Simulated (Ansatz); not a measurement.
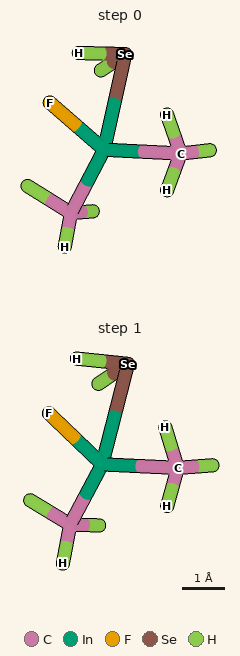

The structure of C$_{2}$H$_{8}$FInSe (charge +1, multiplicity 2) before (top) and after (bottom) a relaxation, at one scale.

A stick model, seen from a free direction.

All numbers below come from Ansatz 0.2.0, UKS B2GP-PLYP/def2-mTZVPP.

Input
```yaml
crystal:
  periodic: [false, false, false]
  atoms:
    - {symbol: C, position_ang: [-2.068614, -0.914879, 0.871052]}
    - {symbol: In, position_ang: [-0.298729, 0.114695, -0.179827]}
    - {symbol: C, position_ang: [1.203146, -0.711516, -1.625719]}
    - {symbol: F, position_ang: [-0.618282, 1.931414, -0.381779]}
    - {symbol: Se, position_ang: [1.198215, 1.091012, 1.968811]}
    - {symbol: H, position_ang: [-2.597053, 0.099213, 1.215656]}
    - {symbol: H, position_ang: [-2.749837, -1.174490, -0.061248]}
    - {symbol: H, position_ang: [-1.797658, -1.417659, 1.468094]}
    - {symbol: H, position_ang: [0.909571, -1.123065, -2.326041]}
    - {symbol: H, position_ang: [1.944347, -1.209265, -1.124614]}
    - {symbol: H, position_ang: [1.879409, 0.366093, -1.847277]}
    - {symbol: H, position_ang: [2.367125, 0.993848, 1.419417]}
    - {symbol: H, position_ang: [0.545038, 2.046930, 1.095472]}
basis:
  gaussian: {orbitals: def2-mTZVPP}
total_charge: 1
magnetization: {spin_polarized: true, initial_magnetization: 1}
hamiltonian: {xc: {name: B2GP-PLYP}}
relax: {f_tol: 0.001, max_steps: 2}
output: {forces: true}
```

Run as
```bash
ansatz run in.yaml --threads 4 --pin off --events-out ev --progress --plain --max-ram 11315MiB
```

Q: Summarise the run.

A: The relaxation stopped without meeting its thresholds, so the last structure isn't shown to be converged. The input was poor on purpose: steps. H13 moves most after the best rigid fit: 0.19 Å. By element the largest moves are H 0.19 Å, C 0.13 Å, Se 0.11 Å, In 0.09 Å, F 0.09 Å. Among the contacts that change: C1–H8 0.826 → 1.043 Å, C3–H9 0.864 → 1.040 Å, C3–H11 1.291 → 1.147 Å, Se5–H12 1.295 → 1.408 Å. Bond angles that change, for instance: H10–C3–H11 96.3° → 111.7°, H6–C1–H7 99.1° → 114.2°, In2–C1–H8 110.5° → 102.1°. The energy falls by 119.2 kcal/mol in 1 geometry step. Largest force component: 16 eV/Å at the start, 2.2 eV/Å at the end. The run took 69 s on 4 threads of Arm Neoverse V1, with other jobs on the host.
